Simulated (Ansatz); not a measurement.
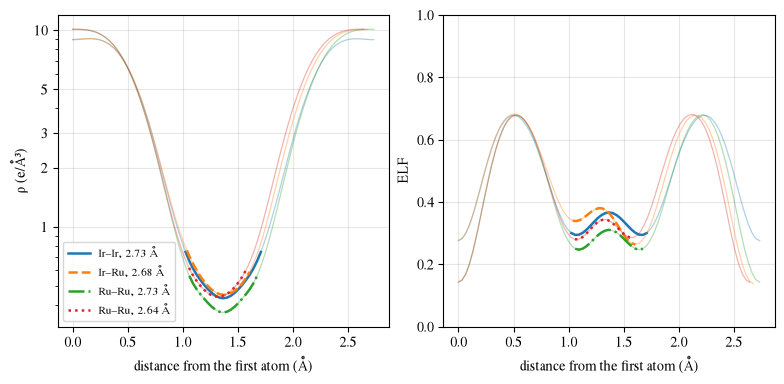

The picture shows: Ir2Ru3. Valence pseudo-density and electron localisation function along straight lines between neighbouring atoms. Thin, pale parts lie inside the atomic spheres.

Space group P-6m2; a structure generated by program, which may or may not match a known phase; computed pressure about −11 GPa in this cell; computed without spin polarisation.

All numbers below come from Ansatz 0.2.0, DFT PBEsol, scalar-relativistic, plane waves, PAW.

Core electrons are frozen (PAW), and the valence fields are smoothed inside the atomic spheres.

Compare the contacts.

Answer. Ir–Ir (2.73 Å): the density is about 0.43 e/Å³ at the midpoint; the ELF is about 0.35 at the midpoint.
Ir–Ru (2.68 Å): ρ is about 0.45 e/Å³ halfway; the ELF is about 0.35 at the midpoint.
Ru–Ru (2.73 Å): ρ is about 0.37 e/Å³ halfway; the ELF is about 0.30 at the midpoint.
Ru–Ru (2.64 Å): ρ at the midpoint is about 0.44 e/Å³; the ELF is about 0.35 at the midpoint.
